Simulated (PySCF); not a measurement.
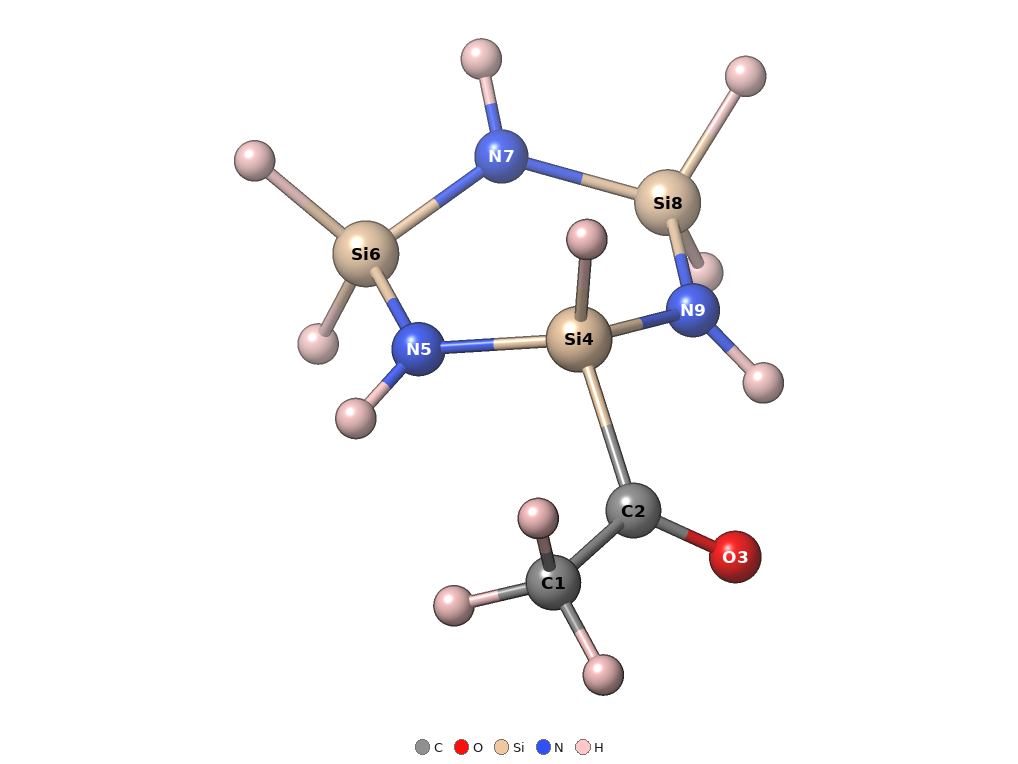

Depth is shown by fading: the farther an atom, the more it takes the colour of the background. The geometry was computed by an optimisation with PBE0-D3(BJ)/def2-SVP. No frequency run is at hand to confirm it as a minimum.

Q: What is the conformation of the ring Si4–N5–Si6–N7–Si8–N9?

A: It is a boat (Cremer–Pople θ = 89°, folded into 0 to 90°). The Cremer–Pople amplitude Q is 0.57 Å.

Q: Give the torsion angles round the ring, beginning with the bond from its second to its third atom.

A: −1°, 43°, −39°, −8°, 41°, −35°.
